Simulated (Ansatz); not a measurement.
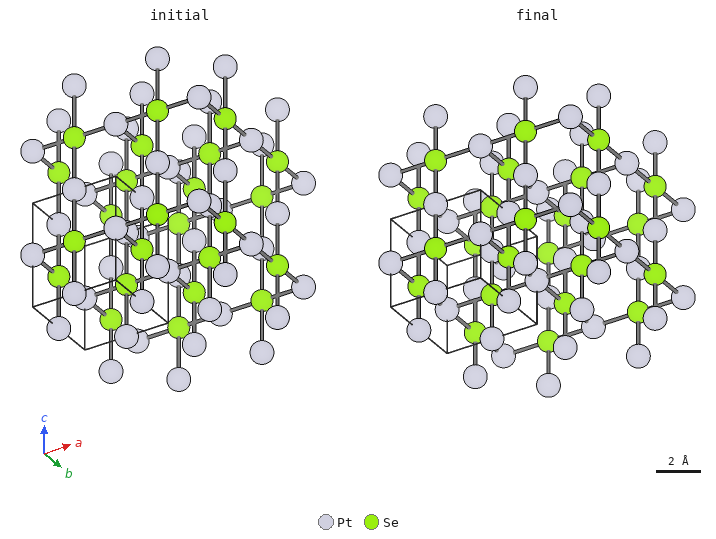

The structure of a crystal of Pt3Se2 (a generated structure, set up in P4/mmm) (coarse preliminary run) before (left) and after (right) a relaxation, at one scale.

Style: ball-and-stick. Shown: the cell of the calculation, repeated 2 × 2 × 2 with one cell outlined, from a free direction.

The calculation used Ansatz, DFT PBE, scalar-relativistic, plane waves, PAW.

The input:
```yaml
crystal:
  lattice:
    - [4.53780765, 0.0, 0.0]
    - [0.0, 4.53780765, 0.0]
    - [0.0, 0.0, 5.60349198]
  atoms:
    - { symbol: Pt, position: [0.0, 0.0, 0.5] }
    - { symbol: Pt, position: [0.0, 0.5, 0.0] }
    - { symbol: Pt, position: [0.5, 0.0, 0.0] }
    - { symbol: Se, position: [0.0, 0.5, 0.5] }
    - { symbol: Se, position: [0.5, 0.0, 0.5] }
basis:
  ecutwfc: 420
kpoints:
  mp_grid: { grid: [4, 4, 4] }
hamiltonian:
  xc: pbe
scf:
  occupations: { method: gaussian, width: 0.1 }
  lower_state_search: "off"
output:
  forces: true
  stress: true
  eigenvalues: true
relax:
  adjacent_minimum: "off"
  f_tol: 0.04
  max_steps: 70
  cell: { stress_tol: 0.4 }
```

Run as
```bash
ansatz run input.yaml --threads 1 --pin off --max-ram 2560MiB --backend cpu --events-out ev --progress --plain --runs-dir out
```

> Summarise the run.

No atom moves by more than 0.005 Å relative to the cell. Cell: a = b 4.538 → 4.902 Å (+8.0 %), c 5.603 → 4.744 Å (−15.3 %). Volume −1.2 %. Some distances before and after: Pt2–Se4 2.802 → 2.372 Å, Pt1–Se4 2.269 → 2.451 Å. The space group stays P4/mmm (No. 123). After 4 accepted moves (5 points after the start) the energy has fallen by 432 meV per atom. All forces vanish by symmetry, so only the cell relaxes. The pressure goes from 1.24 to 0.12 GPa. At 1 point the geometry stayed and the basis and grid were re-selected for the new cell (energy shift of 0.2 meV per atom at most each time). Cost: 78 s on 1 thread of Arm Neoverse N1 (shared host), peak memory 0.41 GiB.
